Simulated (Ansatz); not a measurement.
A series of calculations on ZrH₃SOF₃

## 1. Relaxation

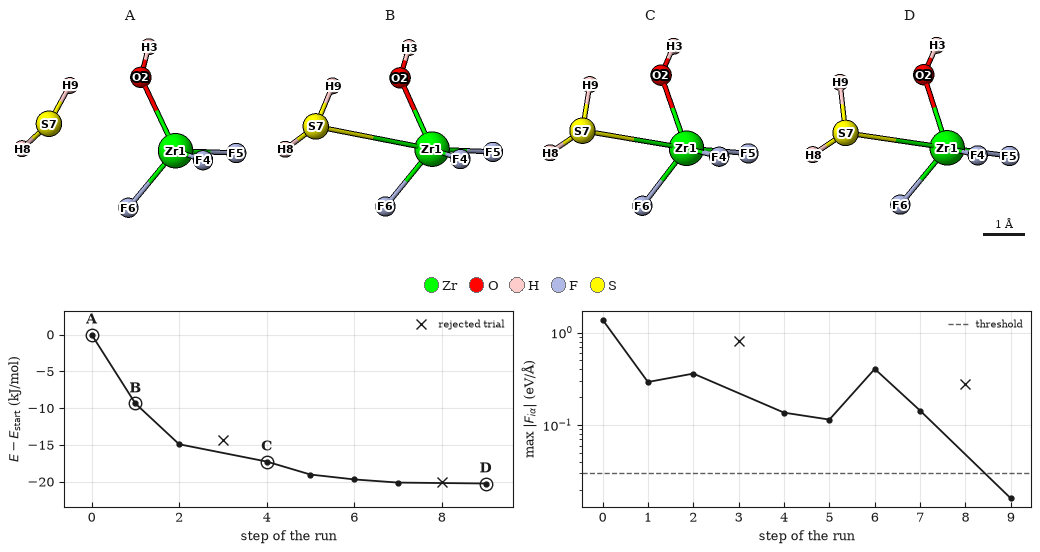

Frames of a relaxation of ZrH3SOF3, marked on the history of the run. A ball-and-stick model, seen at a tilt.

The run prepares an end point of a later path (reaction) calculation, from a guessed geometry.

Computed with RKS revPBE-D4/def2-SVP in Ansatz 0.2.0. Set-up: no spin polarisation; force threshold 0.03 eV/Å; at most 50 steps.

What happens along the run?

Answer. After 7 accepted moves (9 points after the start) the energy has fallen by 20.2 kJ/mol. The largest force component goes from 1.4 to 0.016 eV/Å. The line search rejected the trial steps at points 3, 8 of the run. The atom that moves furthest after the best rigid fit is S7 (0.50 Å). By element the largest moves are S 0.50 Å, H 0.32 Å, Zr 0.23 Å, F 0.22 Å, O 0.16 Å. Some distances before and after: Zr1–S7 3.743 → 3.062 Å, Zr1–O2 2.031 → 1.959 Å, S7–H9 1.386 → 1.362 Å, Zr1–F6 1.922 → 1.938 Å. New bonds form, among them: Zr1–S7 (3.74 → 3.06 Å). Bond angles that change, for instance: O2–Zr1–F5 106.2° → 101.4°, F4–Zr1–F5 106.7° → 102.1°, F4–Zr1–F6 113.6° → 118.0°. From step 0 to 1: S7 moves most (0.19 Å), energy −9.37 kJ/mol. From step 1 to 4: S7 moves most (0.20 Å), energy −7.89 kJ/mol. From step 4 to 9: H9 moves most (0.30 Å), energy −2.98 kJ/mol.

```tsv
step	E − E(0), kJ/mol	largest force component, eV/Å	note
0	0.00	1.3776	
1	-9.37	0.2920	
2	-14.91	0.3601	
3	-14.32	0.8107	rejected
4	-17.26	0.1362	
5	-19.02	0.1146	
6	-19.68	0.4045	
7	-20.11	0.1433	
8	-20.04	0.2751	rejected
9	-20.24	0.0161
```

Limits of the set-up: the start holds two separate molecules, 2.2 Å apart at their closest, whose relative position is a soft coordinate.

## 2. Relaxation

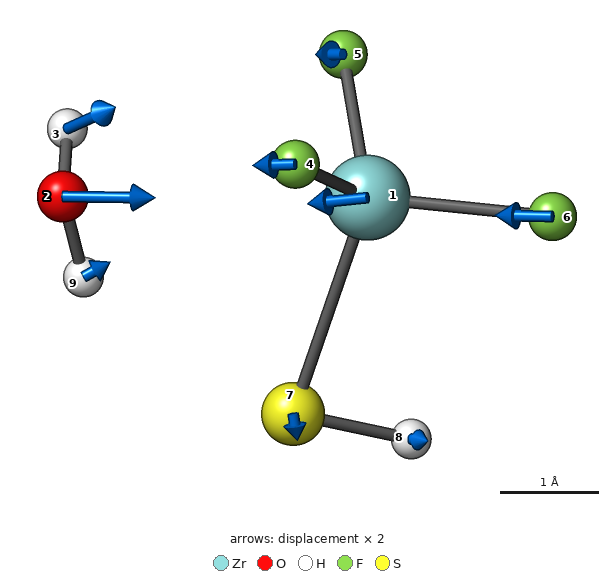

This is a relaxation of ZrH3SOF3. The starting structure is drawn; blue arrows show the displacements, 2 times their true length. The two geometries are superimposed by the best rigid fit.

A ball-and-stick model, seen at a tilt.

The run prepares an end point of a later path (reaction) calculation, from a guessed geometry.

The calculation used Ansatz 0.2.0, RKS revPBE-D4/def2-SVP. (no spin polarisation; force threshold 0.03 eV/Å; at most 50 steps)

What happened in the run?

The atom that moves furthest after the best rigid fit is O2 (0.50 Å). By element the largest moves are O 0.50 Å, H 0.41 Å, Zr 0.34 Å, F 0.32 Å, S 0.15 Å. Some distances before and after: Zr1–O2 3.253 → 2.419 Å, Zr1–H3 3.544 → 2.899 Å, Zr1–H9 3.347 → 2.862 Å, Zr1–S7 2.533 → 2.514 Å. New bonds form, among them: Zr1–O2 (3.25 → 2.42 Å). Bond angles that change, for instance: F6–Zr1–S7 104.1° → 97.3°, F5–Zr1–S7 112.4° → 119.0°, F5–Zr1–F6 105.1° → 99.4°. After 7 accepted moves (8 points after the start) the energy has fallen by 42.4 kJ/mol. Largest force component: 0.79 eV/Å at the start, 0.022 eV/Å at the end. The line search rejected the trial step at point 5 of the run.

Limits of the set-up: the start holds two separate molecules, 2.6 Å apart at their closest, whose relative position is a soft coordinate.

## 3. Path

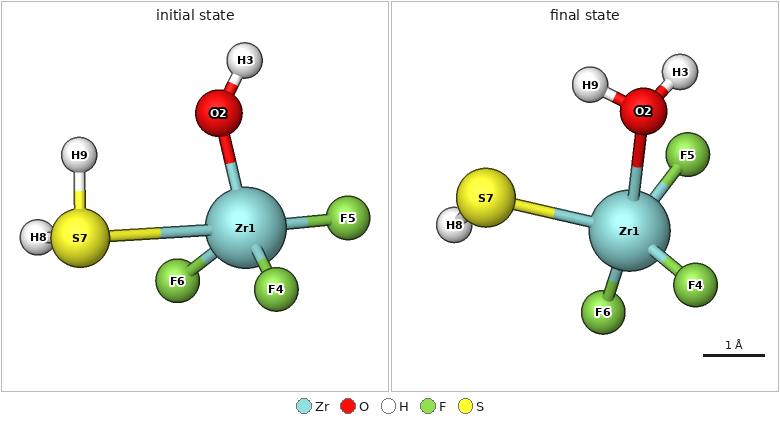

The two relaxed end points of a path for ZrH₃SOF₃. Style: ball-and-stick. Shown at a tilt.

Theory: Ansatz, RKS revPBE-D4/def2-SVP.

Settings: 7 movable images; climbing image; force threshold 0.05 eV/Å; iteration limit 60.

Start:
```xyz
9

Zr   -0.0257   -0.0513    0.0610
O    -0.3139   -0.0240    1.9985
H    -0.7765    0.5391    2.6400
F     1.7399    0.4898   -0.5053
F    -1.1056    1.4348   -0.5064
F    -0.8617   -1.5374   -0.8592
S     1.6002   -2.4545    1.0380
H     0.5672   -3.3248    0.8610
H     1.2146   -2.1723    2.3138
```

End:
```xyz
9

Zr    0.2225   -0.5504   -0.0614
O     0.5136    0.0853    2.2541
H    -0.2576    0.6093    2.5516
F     1.5918    0.7373   -0.4379
F    -1.4973    0.2033    0.4082
F    -0.2269   -1.3265   -1.7561
S     0.9749   -2.6665    1.0681
H     0.2388   -3.4520    0.2323
H     0.4785   -0.7403    2.7828
```

### Predict the minimum-energy path and its barrier.

The highest point, image 3, lies 39.3 kJ/mol above the start and 37.3 kJ/mol above the end; the end is at +2.0 kJ/mol relative to the start. A hydrogen atom shifts from one atom to another. Breaking: S7–H9 (1.36 → 1.63 at the top → 2.63 Å). Forming: O2–H9 (2.66 → 1.25 at the top → 0.98 Å). The band is converged. At the top, the vibrational analysis gives one imaginary mode (754i cm⁻¹), as a transition state must have.

Energies of the converged images:

| image | path (Å) | E (kJ/mol) |
| --- | --- | --- |
| 0 | 0.00 | 0.0 |
| 1 | 0.50 | 3.4 |
| 2 | 1.01 | 16.5 |
| 3 | 1.51 | 39.3 |
| 4 | 2.00 | 20.7 |
| 5 | 2.48 | 13.8 |
| 6 | 2.97 | 8.9 |
| 7 | 3.45 | 4.1 |
| 8 | 3.93 | 2.0 |

The geometry at the top of the path:

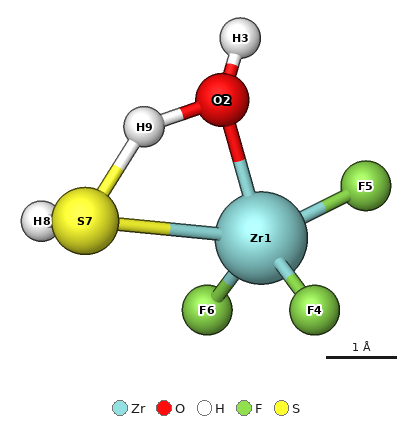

The run took 2.3 min on 4 threads of Intel(R) Xeon(R) CPU @ 2.80GHz (Skylake/Cascade Lake), with other jobs on the host, peak memory 0.2 GiB.
